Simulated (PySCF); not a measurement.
**C5H5BOS (SMILES BCc1cc(=O)c1=S): density, localisation and related maps**

The calculation's input:

```
{"job": {"kind": "nmr", "xc": "PBE0", "basis": "pcSseg-1"}, "charge": 0, "multiplicity": 1}
B      2.111164     0.437901     0.318456
C      1.081879    -0.254954    -0.663727
C     -0.302458    -0.247241    -0.190951
C     -1.140583    -1.126326     0.439993
C     -2.248095    -0.145383     0.503124
O     -3.368302    -0.116979     0.912373
C     -1.305968     0.828164    -0.198571
S     -1.329924     2.345713    -0.741615
H      3.242327     0.395376     0.037745
H      1.751914     0.977616     1.287884
H      1.140298     0.323040    -1.593086
H      1.405463    -1.271959    -0.895971
H     -1.042102    -2.144480     0.766619
```

Run with:

```sh
OMP_NUM_THREADS=1 python probes_run.py task.json out
```

Geometry: GFN2-xTB.

Computed with PySCF, PBE0/pcSseg-1, SCF density, gas phase, non-relativistic.

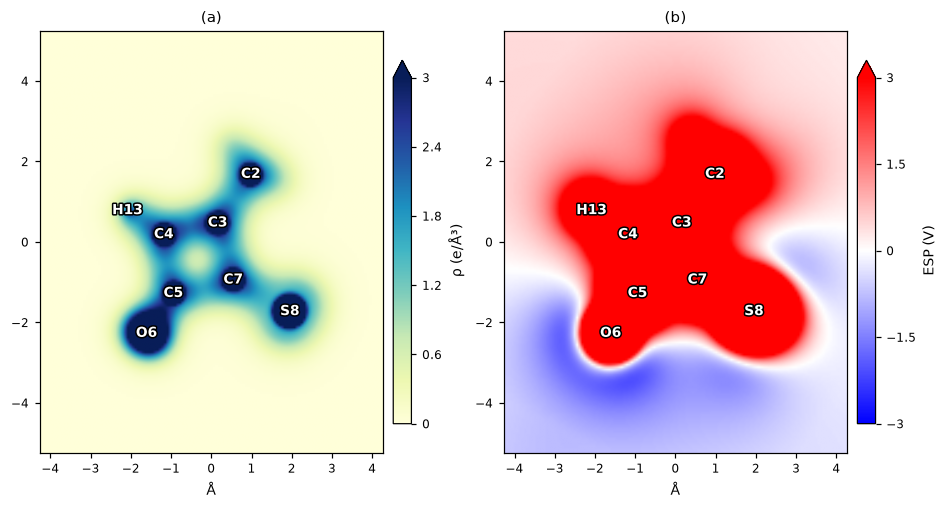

Figure 1. (a) total electron density; (b) molecular electrostatic potential on the plane of atoms C2, C3 and C4.

> What does the map show?

The section cuts through C, O, S and H sites.
C–O (1.19 Å): ρ is about 3.4 e/Å³ halfway.
C–C (1.37 Å): the density is about 2.2 e/Å³ at the midpoint.
C–S (1.61 Å): the density is about 1.6 e/Å³ at the midpoint.
C–H (1.07 Å): ρ at the midpoint is about 2.1 e/Å³.
C–C (1.46 Å): the density is about 1.8 e/Å³ at the midpoint.
Outside the dense part of the molecule the potential is most negative (−2.1 V) near O6.

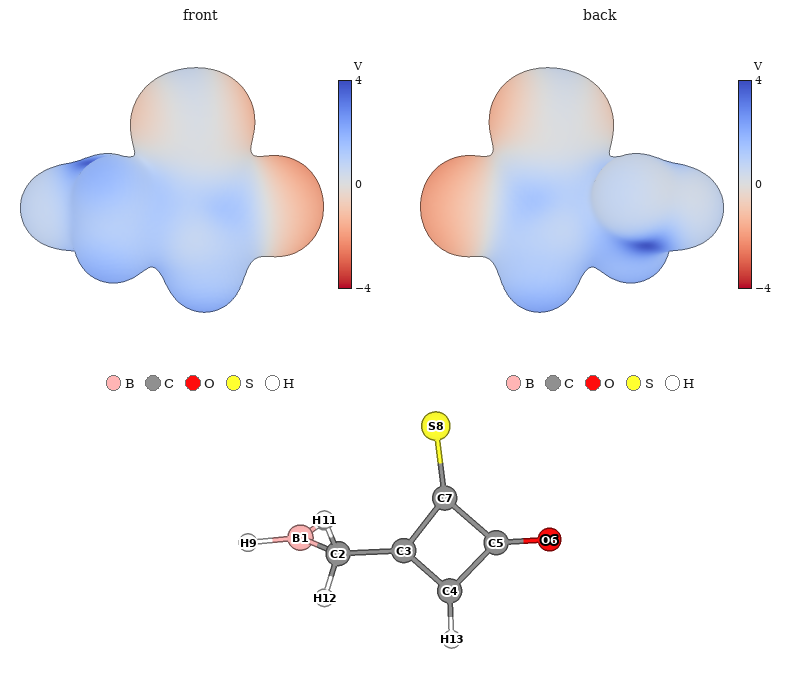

Figure 2. The molecular electrostatic potential painted on the density surface at 0.004 e/bohr³, seen from the front and from behind; the colour scale runs from red (negative) to blue (positive). The bare structure is drawn below in the same view.

> Where is the surface potential most negative and most positive?

The most negative region (about −1.9 V, or −44 kcal/mol for a unit charge) lies over O6, the most positive (about +3.4 V, or +78 kcal/mol for a unit charge) over B1. O6 is the likeliest acceptor of a hydrogen bond.

> How polar is the molecule by this calculation?

Its dipole moment is 5.28 D.
